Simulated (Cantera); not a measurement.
Input: 1 mol CO, 0.11 mol O2, equilibrated at 5800 Pa.

Equilibrium computed with Cantera from the NASA thermochemical tables; the gas is ideal and each condensed phase is pure. Candidate condensed phases: C; 23 gas species. Ions and electrons are included (thermal ionisation). Rates play no part.

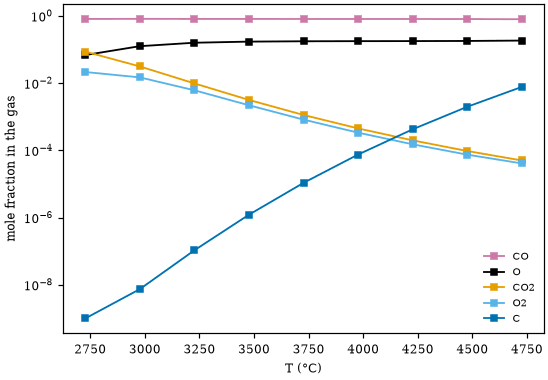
Figure. Equilibrium gas composition (values under 1e-9 drawn at 1e-9)

From 2727 °C to 4727 °C nothing is condensed. The main C-bearing gas is CO throughout.
